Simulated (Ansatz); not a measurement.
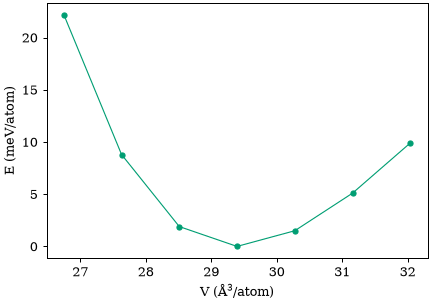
Figure. AlSiTe$_{3}$ in space group P-31m (No. 162; Al on 2d, Si on 2e, Te on 6k) under volume change, DFT-r²SCAN+D4 in the program Ansatz with PAW potentials, shape and atoms relaxed at each volume.

Question: What does a third-order Birch–Murnaghan fit give for V₀, B₀ and B′?

Answer: V₀ = 29.41 Å³/atom, B₀ = 19.8 GPa, B′ = 12.1.

The workflow started from a Materials Project entry (that database holds measured and hypothetical structures alike); the Crystallography Open Database copy checked does not list it. Whether it is the stable phase at ambient conditions was not checked. Symmetry was held in the r²SCAN+D4 relaxation; whether a distortion lowers the energy is not shown. Scalar-relativistic: spin–orbit coupling is off unless named, which matters more the heavier the elements.

Potentials: the later of the program's two PAW sets.
